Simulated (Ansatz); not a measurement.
**CH3AlN (charge +1): density, localisation and related maps**

Input file:

```
crystal:
  periodic: [false, false, false]
  atoms:
    - { symbol: C, position_ang: [-0.63153, -0.60717, -0.23161] }
    - { symbol: "N", position_ang: [0.40202, 0.06131, -0.70436] }
    - { symbol: Al, position_ang: [0.17853, 0.56895, 1.10448] }
    - { symbol: H, position_ang: [-1.20603, -1.3126, -0.84104] }
    - { symbol: H, position_ang: [0.70607, -0.06025, -1.67639] }
    - { symbol: H, position_ang: [0.55094, 1.34977, 2.34892] }
total_charge: 1
basis:
  gaussian: { orbitals: def2-mTZVP }
hamiltonian:
  xc: pbe0
relax:
  f_tol: 0.02
  max_steps: 50
output:
  orbitals: {}
```

Run with:

```sh
ansatz run input.yaml --threads 1 --pin off --max-ram 2048MiB --backend cpu --events-out ev --progress --plain --runs-dir out
```

The fields are those of the run's last geometry, not of the input's.

All numbers below come from RKS PBE0/def2-mTZVP in Ansatz 0.2.0.

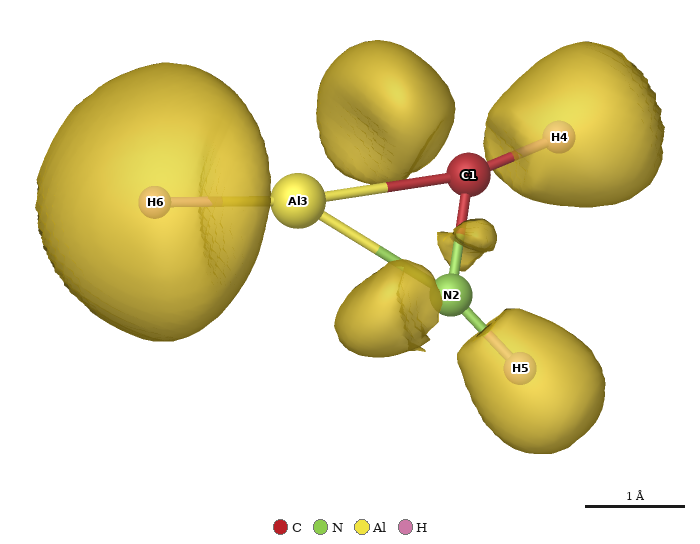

Figure 1. Isosurface of the ELF at 0.85 (yellow), seen at a tilt. Core shells and regions of very low density are left out.

**Identify the bonds, lone pairs and shells in this picture.**

At this value the surface marks out one region between bonded C–N atoms (shared pairs), three regions around hydrogen nuclei, one lobe on Al, pointing away from the bonds (lone pairs) and one lobe on N, pointing away from the bonds (lone pairs). Profiles from the grid: C–N (1.30 Å): the ELF peaks at about 0.90 between the atoms: a covalent bond. Al–N (1.85 Å): the ELF peaks at about 0.85 in the valence shell of N, 0.6 Å from its nucleus, and is about 0.40 at the midpoint.

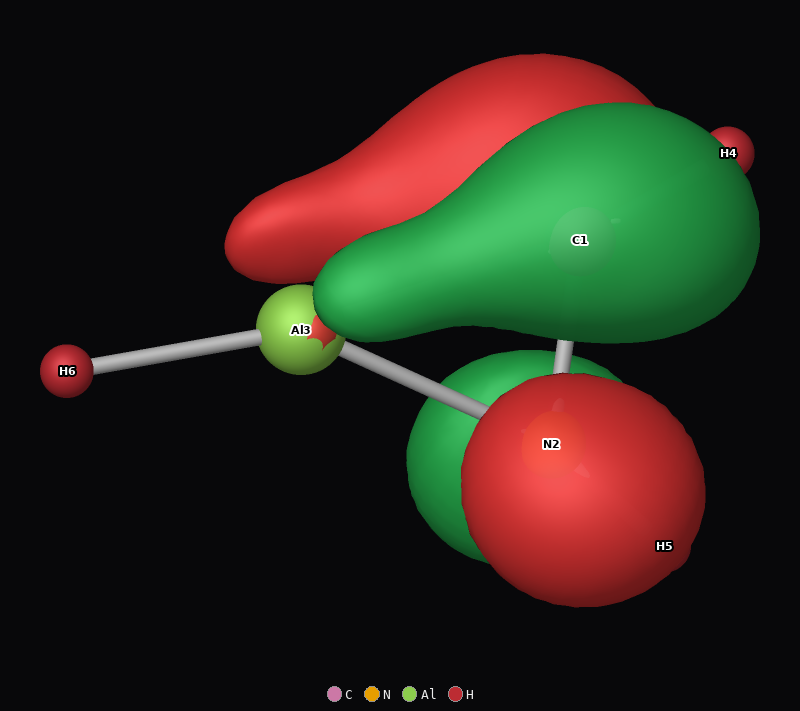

Figure 2. One frontier orbital at ±0.15 Å⁻³ᐟ² (green and red are the two phases), seen at a tilt.

**Which orbital is it: HOMO or LUMO?**

The LUMO, at −7.28 eV. By Hirshfeld shares it lies mainly on C1 (about 40 %), N2 (about 30 %) and Al3 (about 20 %); it changes sign across the molecular plane (π type); π-bonding across C1–Al3; π-antibonding (a node) across C1–N2 and N2–Al3.
